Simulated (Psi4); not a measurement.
# SiHClO (SMILES O[Si]Cl) at PBE/pcseg-0 (sweep point 1)

Aim: the vertical ionisation energy of SiHClO at PBE/pcseg-0 (sweep point 1), from 2 runs. Input form: a Python script.

Program for the calculation: Psi4 1.11.

## Step 1: The molecule

The species is SiHClO (4 atoms), meant as a singlet with charge 0. SMILES: `O[Si]Cl`. The coordinates come from a PBE0-D4/def2-TZVP relaxation.

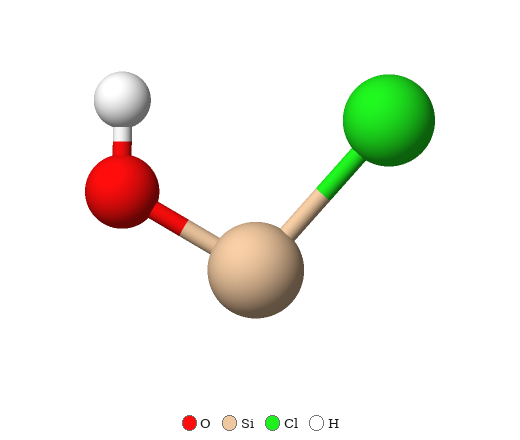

Viewed from a chosen angle; oxygen red, silicon light orange, chlorine green, hydrogen white.

## Step 2: The energy at PBE/pcseg-0 (sweep point 1)

The input, calc.py:

```python
import psi4

psi4.set_memory('1600 MB')
psi4.set_num_threads(1)
psi4.core.set_output_file('run.log', False)

molecule = psi4.geometry("""
0 1
O     -1.72305228     0.85075470    -0.58335845
Si    -0.82051908    -1.49231672     1.22265280
Cl     3.14129174    -1.32469801     0.79633059
H     -0.49284057     1.85268749    -1.47398638
units au
symmetry c1
""")

psi4.set_options({
    'basis': 'pcseg-0',
    'puream': True,
    'scf_type': 'pk',
    'dft_radial_points': 99,
    'dft_spherical_points': 590,
})

E, wfn = psi4.energy("pbe", return_wfn=True)
print(f'pbe energy: {E:.10f} Eh')
```

Started as:

```
$ python calc.py
```

run.log:

```text
[...]
  Running in c1 symmetry.
[...]
  Nuclear repulsion =  131.427828356113906
[...]
  Multiplicity = 1
[...]
  Nalpha       = 20
  Nbeta        = 20
[...]
    Number of basis functions: 37
[...]
   @RKS iter   1:  -823.87157564790527   -5.19361e-02   1.90650e-02 ADIIS/DIIS
[...]
   @RKS iter   9:  -824.05136685451657   -3.10683e-09   7.03707e-07 DIIS
[...]
    Orbital Energies [Eh]
    ---------------------
    Doubly Occupied:
       1A   -100.619323     2A    -65.451261     3A    -18.803876
       4A     -9.061980     5A     -7.010810     6A     -7.004470
       7A     -7.002839     8A     -5.059883     9A     -3.550472
      10A     -3.549844    11A     -3.544077    12A     -0.969361
      13A     -0.756574    14A     -0.542758    15A     -0.414181
      16A     -0.343581    17A     -0.335535    18A     -0.296234
      19A     -0.289136    20A     -0.241828
[...]
  @RKS Final Energy:  -824.05136685451657
   => Energetics <=
    Nuclear Repulsion Energy =            131.4278283561139062
    One-Electron Energy =               -1400.4297990048428346
    Two-Electron Energy =                 502.5777485996712244
    DFT Exchange-Correlation Energy =     -57.6271448054588262
    Empirical Dispersion Energy =           0.0000000000000000
    VV10 Nonlocal Energy =                  0.0000000000000000
    Total Energy =                       -824.0513668545165729
[...]
 Multipole Moments:
 ------------------------------------------------------------------------------------
     Multipole            Electronic (a.u.)      Nuclear  (a.u.)        Total (a.u.)
 ------------------------------------------------------------------------------------
 L = 1.  Multiply by 2.5417464519 to convert [e a0] to [Debye]
 Dipole X            :          1.6329525           -1.7990066           -0.1660541
 Dipole Y            :         -1.1723759            1.5691346            0.3967587
 Dipole Z            :          0.8164492           -1.1208639           -0.3044147
 Magnitude           :                                                    0.5269343
[...]
```

Standard output:

```text
pbe energy: -824.0513668545 Eh
```

Wall time 6.3 s (1 thread of Intel Xeon Platinum 8488C (Sapphire Rapids), shared host); peak memory 0.4 GiB.

## Step 3: The doublet cation at the same level

The input, calc.py:

```python
import psi4

psi4.set_memory('1600 MB')
psi4.set_num_threads(1)
psi4.core.set_output_file('clhosi.out', False)

molecule = psi4.geometry("""
1 2
O     -1.72305228     0.85075470    -0.58335845
Si    -0.82051908    -1.49231672     1.22265280
Cl     3.14129174    -1.32469801     0.79633059
H     -0.49284057     1.85268749    -1.47398638
units au
symmetry c1
""")

psi4.set_options({
    'reference': 'uks',
    'puream': True,
    'scf_type': 'pk',
    'dft_radial_points': 99,
    'dft_spherical_points': 590,
    'maxiter': 150,
})

e_tot, wfn = psi4.energy("pbe/pcseg-0", return_wfn=True)
print('E =', round(e_tot, 9))
```

Started as:

```
$ python calc.py
```

clhosi.out:

```text
[...]
  Running in c1 symmetry.
[...]
  Nuclear repulsion =  131.427828356113906
[...]
  Multiplicity = 2
[...]
  Nalpha       = 20
  Nbeta        = 19
[...]
    Number of basis functions: 37
[...]
   @UKS iter   1:  -823.49822378097963    3.21416e-01   1.82197e-02 ADIIS/DIIS
[...]
   @UKS iter  10:  -823.68155921692050   -7.47468e-09   3.44849e-07 DIIS
[...]
   @S^2 Observed:                7.533805596E-01
[...]
    Orbital Energies [Eh]
    ---------------------
    Alpha Occupied:
       1A   -100.903570     2A    -65.783161     3A    -19.061383
       4A     -9.344364     5A     -7.298620     6A     -7.284151
       7A     -7.284112     8A     -5.386663     9A     -3.877894
      10A     -3.876944    11A     -3.873799    12A     -1.221172
      13A     -1.029834    14A     -0.800845    15A     -0.682378
      16A     -0.593695    17A     -0.592557    18A     -0.546022
      19A     -0.545354    20A     -0.536382
    Alpha Virtual:
      21A     -0.378181    22A     -0.285218    23A     -0.230232
      24A     -0.135427    25A     -0.060008    26A      0.275260
[...]
  @UKS Final Energy:  -823.68155921692050
   => Energetics <=
    Nuclear Repulsion Energy =            131.4278283561139062
    One-Electron Energy =               -1389.2163502986481944
    Two-Electron Energy =                 491.3909324329001720
    DFT Exchange-Correlation Energy =     -57.2839697072863885
    Empirical Dispersion Energy =           0.0000000000000000
    VV10 Nonlocal Energy =                  0.0000000000000000
    Total Energy =                       -823.6815592169205047
[...]
 Multipole Moments:
 ------------------------------------------------------------------------------------
     Multipole            Electronic (a.u.)      Nuclear  (a.u.)        Total (a.u.)
 ------------------------------------------------------------------------------------
 L = 1.  Multiply by 2.5417464519 to convert [e a0] to [Debye]
 Dipole X            :          0.8740623           -1.7990066           -0.9249442
 Dipole Y            :         -1.7102712            1.5691346           -0.1411366
 Dipole Z            :          1.3023172           -1.1208639            0.1814533
 Magnitude           :                                                    0.9530827
[...]
```

Standard output:

```text
E = -823.681559217
```

Run time: 8.4 s. Hardware: 1 thread of Intel Xeon Platinum 8488C (Sapphire Rapids), shared host; peak memory 0.4 GiB.

## Step 4: What came out

At PBE/pcseg-0 (sweep point 1):

| quantity | value |
| --- | --- |
| singlet SiHClO: total energy | -824.05137 Eh |
| singlet SiHClO: dipole moment | 1.34 D |
| singlet SiHClO: HOMO energy | -6.58 eV |
| singlet SiHClO: LUMO energy | -2.96 eV |
| singlet SiHClO: HOMO–LUMO gap | 3.62 eV |
| doublet cation: total energy | -823.68156 Eh |
| doublet cation: HOMO energy (highest over α and β) | -14.55 eV |
| doublet cation: LUMO energy (lowest over α and β) | -13.49 eV |
| doublet cation: ⟨S²⟩ | 0.753 |
| vertical ionisation energy (to the doublet cation) | 10.063 eV |

In words: Removing an electron at fixed nuclei costs 10.06 eV (971 kJ/mol). −ε(HOMO) before ionisation, 6.58 eV, is 3.48 eV below this ionisation energy.
